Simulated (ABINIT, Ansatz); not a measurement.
# Osmium (P6_3/mmc): from the cell to the phonon bands, part 3 of 4

How does Osmium (P6_3/mmc) vibrate, and is this structure a minimum?

ABINIT 10.8.3; DFT LDA, scalar-relativistic, plane waves, PseudoDojo norm-conserving pseudopotentials.

So far. Step 4 (Self-consistent run for the response): The cell stands at -0.70 GPa: the relaxation ran with a smoothed and higher cutoff, and the difference is a stress of the finite basis. Step 5 (Zone-centre response): The acoustic modes at Γ come out as far as 3.3 cm⁻¹ from zero, where they should vanish, a small numerical error. The relaxed cell has a = 2.712, c = 4.293 Å (conventional setting).

### Step 7. Interpolated phonon bands

anaddb transforms the dynamical matrices to force constants and back along the path; points of the mesh come back as solved, but for the sum rule and, in polar crystals, the LO-TO term at Γ; the rest is interpolation.

The input, anaddb.abi:

```
ddb_filepath "all_DDB"
output_file "anaddb.abo"
outdata_prefix "anaddb"
ifcflag 1
ngqpt 3 3 2
nqshft 1
q1shft 0.0 0.0 0.0
asr 1
chneut 0
dipdip 0
dipquad 0
quadquad 0
enunit 0
eivec 0
nph1l 93
qph1l 
    0.0 0.0 0.0 1.0
    0.05 0.0 0.0 1.0
    0.1 0.0 0.0 1.0
    0.15 0.0 0.0 1.0
    0.2 0.0 0.0 1.0
    0.25 0.0 0.0 1.0
    0.3 0.0 0.0 1.0
    0.35 0.0 0.0 1.0
    0.4 0.0 0.0 1.0
    0.45 0.0 0.0 1.0
    0.5 0.0 0.0 1.0
    0.48333333 0.03333333 0.0 1.0
    0.46666667 0.06666667 0.0 1.0
    0.45 0.1 0.0 1.0
    0.43333333 0.13333333 0.0 1.0
    0.41666667 0.16666667 0.0 1.0
    0.4 0.2 0.0 1.0
    0.38333333 0.23333333 0.0 1.0
    0.36666667 0.26666667 0.0 1.0
    0.35 0.3 0.0 1.0
    0.33333333 0.33333333 0.0 1.0
    0.3 0.3 0.0 1.0
    0.26666667 0.26666667 0.0 1.0
    0.23333333 0.23333333 0.0 1.0
    0.2 0.2 0.0 1.0
    0.16666667 0.16666667 0.0 1.0
    0.13333333 0.13333333 0.0 1.0
    0.1 0.1 0.0 1.0
    0.06666667 0.06666667 0.0 1.0
    0.03333333 0.03333333 0.0 1.0
    0.0 0.0 0.0 1.0
    0.0 0.0 0.05 1.0
    0.0 0.0 0.1 1.0
    0.0 0.0 0.15 1.0
    0.0 0.0 0.2 1.0
    0.0 0.0 0.25 1.0
    0.0 0.0 0.3 1.0
    0.0 0.0 0.35 1.0
    0.0 0.0 0.4 1.0
    0.0 0.0 0.45 1.0
    0.0 0.0 0.5 1.0
    0.05 0.0 0.5 1.0
    0.1 0.0 0.5 1.0
    0.15 0.0 0.5 1.0
    0.2 0.0 0.5 1.0
    0.25 0.0 0.5 1.0
    0.3 0.0 0.5 1.0
    0.35 0.0 0.5 1.0
    0.4 0.0 0.5 1.0
    0.45 0.0 0.5 1.0
    0.5 0.0 0.5 1.0
    0.48333333 0.03333333 0.5 1.0
    0.46666667 0.06666667 0.5 1.0
    0.45 0.1 0.5 1.0
    0.43333333 0.13333333 0.5 1.0
    0.41666667 0.16666667 0.5 1.0
    0.4 0.2 0.5 1.0
    0.38333333 0.23333333 0.5 1.0
    0.36666667 0.26666667 0.5 1.0
    0.35 0.3 0.5 1.0
    0.33333333 0.33333333 0.5 1.0
    0.3 0.3 0.5 1.0
    0.26666667 0.26666667 0.5 1.0
    0.23333333 0.23333333 0.5 1.0
    0.2 0.2 0.5 1.0
    0.16666667 0.16666667 0.5 1.0
    0.13333333 0.13333333 0.5 1.0
    0.1 0.1 0.5 1.0
    0.06666667 0.06666667 0.5 1.0
    0.03333333 0.03333333 0.5 1.0
    0.0 0.0 0.5 1.0
    0.5 0.0 0.5 1.0
    0.5 0.0 0.45 1.0
    0.5 0.0 0.4 1.0
    0.5 0.0 0.35 1.0
    0.5 0.0 0.3 1.0
    0.5 0.0 0.25 1.0
    0.5 0.0 0.2 1.0
    0.5 0.0 0.15 1.0
    0.5 0.0 0.1 1.0
    0.5 0.0 0.05 1.0
    0.5 0.0 0.0 1.0
    0.33333333 0.33333333 0.5 1.0
    0.33333333 0.33333333 0.45 1.0
    0.33333333 0.33333333 0.4 1.0
    0.33333333 0.33333333 0.35 1.0
    0.33333333 0.33333333 0.3 1.0
    0.33333333 0.33333333 0.25 1.0
    0.33333333 0.33333333 0.2 1.0
    0.33333333 0.33333333 0.15 1.0
    0.33333333 0.33333333 0.1 1.0
    0.33333333 0.33333333 0.05 1.0
    0.33333333 0.33333333 0.0 1.0
```

The input, mrgddb.in:

```
all_DDB
merged
6
dfpt_gammao_DDB
dfpt_qo_DS1_DDB
dfpt_qo_DS2_DDB
dfpt_qo_DS3_DDB
dfpt_qo_DS4_DDB
dfpt_qo_DS5_DDB
```

Started as:

```
mrgddb < mrgddb.in > mrgddb.log
OMP_NUM_THREADS=1 anaddb anaddb.abi > anaddb.log
```

anaddb.abo, the main output file:

```text
[banners, grids, parts of the stress and lines that vanish by symmetry left out]
-outvars_anaddb: echo values of input variables ----------------------

 Flags :
[...]
Phonon wavevector (reduced coordinates) :  0.00000  0.00000  0.00000
 Phonon energies in Hartree :
[...]
Phonon frequencies in cm-1    :
-  0.000000E+00  0.000000E+00  0.000000E+00  1.621037E+02  1.621037E+02
-  2.279141E+02
[...]
Phonon wavevector (reduced coordinates) :  0.05000  0.00000  0.00000
 Phonon energies in Hartree :
[...]
Phonon frequencies in cm-1    :
-  2.081172E+01  2.563792E+01  3.514914E+01  1.629758E+02  1.633759E+02
-  2.262227E+02
[...]
Phonon wavevector (reduced coordinates) :  0.10000  0.00000  0.00000
 Phonon energies in Hartree :
[...]
Phonon frequencies in cm-1    :
-  4.115196E+01  5.037663E+01  6.928397E+01  1.654704E+02  1.670747E+02
-  2.213019E+02
[...]
Phonon wavevector (reduced coordinates) :  0.15000  0.00000  0.00000
 Phonon energies in Hartree :
[...]
Phonon frequencies in cm-1    :
-  6.054003E+01  7.338359E+01  1.014343E+02  1.692574E+02  1.728624E+02
-  2.136030E+02
[...]
Phonon wavevector (reduced coordinates) :  0.20000  0.00000  0.00000
 Phonon energies in Hartree :
[...]
Phonon frequencies in cm-1    :
-  7.848651E+01  9.395394E+01  1.307119E+02  1.738813E+02  1.802219E+02
-  2.038450E+02
[...]
Phonon wavevector (reduced coordinates) :  0.25000  0.00000  0.00000
 Phonon energies in Hartree :
[...]
Phonon frequencies in cm-1    :
-  9.450952E+01  1.115594E+02  1.563310E+02  1.788501E+02  1.885228E+02
-  1.929635E+02
  Phonon wavevector (reduced coordinates) :  0.30000  0.00000  0.00000
 Phonon energies in Hartree :
[...]
Phonon frequencies in cm-1    :
-  1.081661E+02  1.258764E+02  1.775880E+02  1.820323E+02  1.836955E+02
-  1.971228E+02
  Phonon wavevector (reduced coordinates) :  0.35000  0.00000  0.00000
 Phonon energies in Hartree :
[...]
Phonon frequencies in cm-1    :
-  1.190910E+02  1.367830E+02  1.721622E+02  1.879972E+02  1.937627E+02
-  2.055386E+02
  Phonon wavevector (reduced coordinates) :  0.40000  0.00000  0.00000
 Phonon energies in Hartree :
[...]
Phonon frequencies in cm-1    :
-  1.270270E+02  1.443102E+02  1.643868E+02  1.913870E+02  2.042712E+02
-  2.133530E+02
  Phonon wavevector (reduced coordinates) :  0.45000  0.00000  0.00000
 Phonon energies in Hartree :
[...]
Phonon frequencies in cm-1    :
-  1.318282E+02  1.485630E+02  1.595488E+02  1.935611E+02  2.097987E+02
-  2.191297E+02
  Phonon wavevector (reduced coordinates) :  0.50000  0.00000  0.00000
 Phonon energies in Hartree :
[...]
Phonon frequencies in cm-1    :
-  1.334335E+02  1.498423E+02  1.579976E+02  1.943108E+02  2.115264E+02
-  2.212226E+02
  Phonon wavevector (reduced coordinates) :  0.48333  0.03333  0.00000
 Phonon energies in Hartree :
[...]
Phonon frequencies in cm-1    :
-  1.342404E+02  1.497797E+02  1.578138E+02  1.940032E+02  2.111757E+02
-  2.214866E+02
  Phonon wavevector (reduced coordinates) :  0.46667  0.06667  0.00000
 Phonon energies in Hartree :
[...]
Phonon frequencies in cm-1    :
-  1.366003E+02  1.496024E+02  1.572737E+02  1.931430E+02  2.101322E+02
-  2.222257E+02
  Phonon wavevector (reduced coordinates) :  0.45000  0.10000  0.00000
 Phonon energies in Hartree :
[...]
Phonon frequencies in cm-1    :
-  1.403420E+02  1.493407E+02  1.564103E+02  1.918861E+02  2.084213E+02
-  2.233100E+02
[...]
Phonon wavevector (reduced coordinates) :  0.10000  0.00000  0.50000
 Phonon energies in Hartree :
[...]
Phonon frequencies in cm-1    :
-  1.193986E+02  1.193986E+02  1.244040E+02  1.244040E+02  1.880471E+02
-  1.880471E+02
  Phonon wavevector (reduced coordinates) :  0.15000  0.00000  0.50000
 Phonon energies in Hartree :
[...]
Phonon frequencies in cm-1    :
-  1.222879E+02  1.222879E+02  1.317687E+02  1.317687E+02  1.954317E+02
-  1.954317E+02
  Phonon wavevector (reduced coordinates) :  0.20000  0.00000  0.50000
 Phonon energies in Hartree :
[...]
Phonon frequencies in cm-1    :
-  1.267937E+02  1.267937E+02  1.405002E+02  1.405002E+02  2.037633E+02
-  2.037633E+02
  Phonon wavevector (reduced coordinates) :  0.25000  0.00000  0.50000
 Phonon energies in Hartree :
[...]
Phonon frequencies in cm-1    :
-  1.324586E+02  1.324586E+02  1.495847E+02  1.495847E+02  2.120890E+02
-  2.120890E+02
  Phonon wavevector (reduced coordinates) :  0.30000  0.00000  0.50000
 Phonon energies in Hartree :
[...]
Phonon frequencies in cm-1    :
-  1.385006E+02  1.385006E+02  1.581482E+02  1.581482E+02  2.197169E+02
-  2.197169E+02
  Phonon wavevector (reduced coordinates) :  0.35000  0.00000  0.50000
 Phonon energies in Hartree :
[...]
Phonon frequencies in cm-1    :
-  1.440965E+02  1.440965E+02  1.654937E+02  1.654937E+02  2.261468E+02
-  2.261468E+02
[...]
Phonon wavevector (reduced coordinates) :  0.33333  0.33333  0.05000
 Phonon energies in Hartree :
[...]
Phonon frequencies in cm-1    :
-  1.490878E+02  1.490878E+02  1.802710E+02  1.843663E+02  1.843663E+02
-  2.299355E+02
  Phonon wavevector (reduced coordinates) :  0.33333  0.33333  0.00000
 Phonon energies in Hartree :
[...]
Phonon frequencies in cm-1    :
-  1.486324E+02  1.486324E+02  1.798477E+02  1.841405E+02  1.841405E+02
-  2.301562E+02
-
```

Elapsed: 0.58 s, on 1 thread of Arm Neoverse V2, shared host.

Numbers from this step:

- lowest frequency on the path: 0 cm⁻¹

Anaddb. Phonon branches along the path, in cm⁻¹:

```csv
point,branch 1,branch 2,branch 3,branch 4,branch 5,branch 6
Γ,0,0,0,162,162,228
M,133,150,158,194,212,221
K,149,149,180,184,184,230
Γ,0,0,0,162,162,228
A,118,118,118,118,181,181
L,152,152,176,176,235,235
H,156,156,202,202,209,209
A,118,118,118,118,181,181
jump to L,152,152,176,176,235,235
M,133,150,158,194,212,221
jump to H,156,156,202,202,209,209
K,149,149,180,184,184,230
```

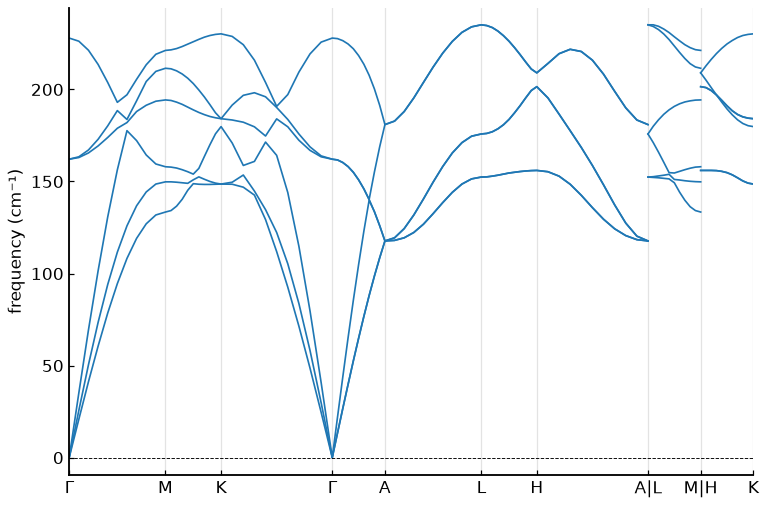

Phonon branches along the path.

All branches are real along the path.

### Step 8. Density of states

Sums over the zone need many more wavevectors than were solved, so the interpolation is sampled on a dense mesh.

The input, anaddb.abi:

```
ddb_filepath "all_DDB"
output_file "anaddb.abo"
outdata_prefix "anaddb"
ifcflag 1
ngqpt 3 3 2
nqshft 1
q1shft 0.0 0.0 0.0
asr 1
chneut 0
dipdip 0
dipquad 0
quadquad 0
prtdos 2
ng2qpt 19 19 10
dosdeltae 4.5563e-06
ntemper 11
temperinc 100.0
tempermin 0.0
```

Started as:

```
OMP_NUM_THREADS=1 anaddb anaddb.abi > anaddb.log
```

anaddb.abo, the main output file:

```text
-outvars_anaddb: echo values of input variables ----------------------

 Flags :
     ifcflag         1
 Miscellaneous information :
         asr         1
      chneut         0
 Interatomic Force Constants Inputs :
      dipdip         0
     dipquad         0
    quadquad         0
      ifcana         0
      ifcout         0
 Description of grid 1 :
        brav         1
       ngqpt         3         3         2
      nqshft         1
      q1shft
                     0.00000000E+00  0.00000000E+00  0.00000000E+00
 Phonon DOS information :
   dosdeltae  4.55630000E-06
    dossmear  4.55633525E-06
 Description of grid 2 (Fourier interp. or BZ sampling):
      ng2qpt        19        19        10
      ngrids         4
      q2shft         0.00000000E+00  0.00000000E+00  0.00000000E+00

================================================================================

 read the DDB information and perform some checks

  ==== Info on the Cryst% object ====
 Real(R)+Recip(G) space primitive vectors, cartesian coordinates (Bohr,Bohr^-1):
 R(1)=  5.1251242  0.0000000  0.0000000  G(1)=  0.1951172  0.1126510  0.0000000
 R(2)= -2.5625621  4.4384878  0.0000000  G(2)=  0.0000000  0.2253020  0.0000000
 R(3)=  0.0000000  0.0000000  8.1119411  G(3)=  0.0000000  0.0000000  0.1232751
 Unit cell volume ucvol=  1.8452882E+02 bohr^3
 Angles (23,13,12)=  9.00000000E+01  9.00000000E+01  1.20000000E+02 degrees
 Time-reversal symmetry is present
 Reduced atomic positions [iatom, xred, symbol]:
    1)    0.3333333  0.6666667  0.2500000  Os
    2)    0.6666667  0.3333333  0.7500000  Os

 DDB file with 6 blocks has been read.

================================================================================

 Calculation of the interatomic forces

       Homogeneous q point set in the B.Z.
 Grid q points  :       18
  1)   0.00000000E+00  0.00000000E+00  0.00000000E+00
  2)   3.33333333E-01  0.00000000E+00  0.00000000E+00
  3)  -3.33333333E-01  0.00000000E+00  0.00000000E+00
  4)   0.00000000E+00  3.33333333E-01  0.00000000E+00
  5)   3.33333333E-01  3.33333333E-01  0.00000000E+00
  6)  -3.33333333E-01  3.33333333E-01  0.00000000E+00
  7)   0.00000000E+00 -3.33333333E-01  0.00000000E+00
  8)   3.33333333E-01 -3.33333333E-01  0.00000000E+00
  9)  -3.33333333E-01 -3.33333333E-01  0.00000000E+00
 10)   0.00000000E+00  0.00000000E+00  5.00000000E-01
 11)   3.33333333E-01  0.00000000E+00  5.00000000E-01
 12)  -3.33333333E-01  0.00000000E+00  5.00000000E-01
 13)   0.00000000E+00  3.33333333E-01  5.00000000E-01
 14)   3.33333333E-01  3.33333333E-01  5.00000000E-01
 15)  -3.33333333E-01  3.33333333E-01  5.00000000E-01
 16)   0.00000000E+00 -3.33333333E-01  5.00000000E-01
 17)   3.33333333E-01 -3.33333333E-01  5.00000000E-01
 18)  -3.33333333E-01 -3.33333333E-01  5.00000000E-01

 The interatomic forces have been obtained

================================================================================

 Calculation of phonon density of states

 Average speed of sound partial sums:     0.1664082218E-02 (at units)
-                                   =           3.6405 [km/s]

 Debye frequency from partial sums:     0.1139297217E-02 (Ha)
-                                 =     0.7496215578E+01 (THz)
-Debye temperature from partial sums:     0.3597616069E+03 (K)

 Average speed of sound:     0.1716005137E-02 (at units)
-                      =           3.7541 [km/s]

 Debye frequency from DOS:     0.1174845723E-02 (Ha)
-                        =     0.7730113509E+01 (THz)
-Debye temperature from DOS:     0.3709869372E+03 (K)

-
```

Elapsed: 0.69 s, on 1 thread.

Read from the output:

| Item | Value |
| --- | --- |
| share of modes beyond 3i cm⁻¹ on the dense interpolated mesh | 0 |
| zero-point energy per atom | 31.55 meV |
| heat capacity at 300 K | 23.55 J/(mol atoms K) |
| vibrational entropy at 300 K | 31.54 J/(mol atoms K) |

The phonon density of states has structure finer than the step of the table below, so its rows give means over 20 cm⁻¹, whole bins alone (the curve runs from -30 to 260 cm⁻¹). Peaks (cm⁻¹: height): 153.0: 0.136, 190.0: 0.0613, 222.0: 0.0762.

Tetrahedra. Table of phonon density of states by wavenumber; means over each step:

```csv
wavenumber (cm⁻¹),phonon density of states (1/cm⁻¹/cell)
0,5.8e-6
20,1.9e-4
40,0.00100
60,0.00253
80,0.00508
100,0.00961
120,0.0188
140,0.0491
160,0.0705
180,0.0483
200,0.0342
220,0.0570
240,0.00301
```

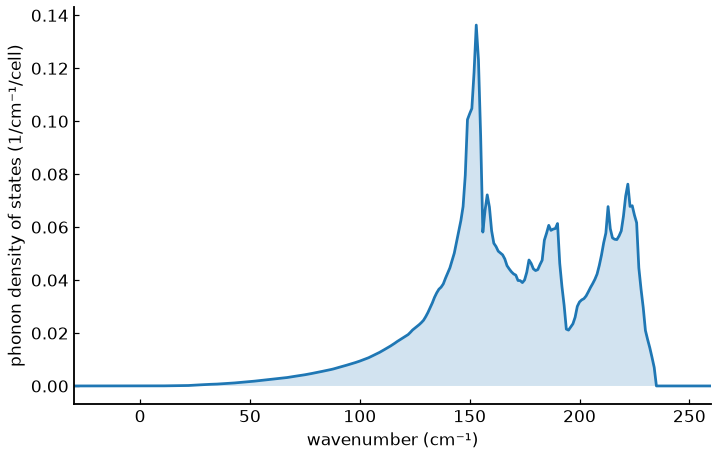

Phonon density of states, plotted against wavenumber.

Harmonic thermodynamic functions per atom, summed over the density of states scaled to three modes an atom; melting is ignored. Thermodynamic functions:

```csv
T (K),F_vib (meV/atom),S (J/mol-atom/K),C_V (J/mol-atom/K)
0,31.55,0,0
50,31.35,1.746,5.34
100,28.67,8.95,15.52
200,12.08,22.27,21.97
300,-16.08,31.54,23.55
400,-52.48,38.41,24.15
500,-95.2,43.83,24.43
600,-143,48.3,24.59
700,-195.1,52.1,24.68
800,-250.8,55.4,24.74
900,-309.8,58.32,24.78
1000,-371.6,60.93,24.81
```

At 300 K the heat capacity has reached 94 % of the Dulong-Petit value.

[end of part 3 of 4]

[Host names and launcher messages were left out of these logs when they were recorded.]

[Logs are printed without paths, hosts, clocks, repeated set-up lines and the standing remarks that a program may print on its own settings, such as how far it seeks lower states.]

[Hosts, paths, dates, database ids (printed as entryN), source tags and the programs' standing remarks are cut or masked in the printed files.]
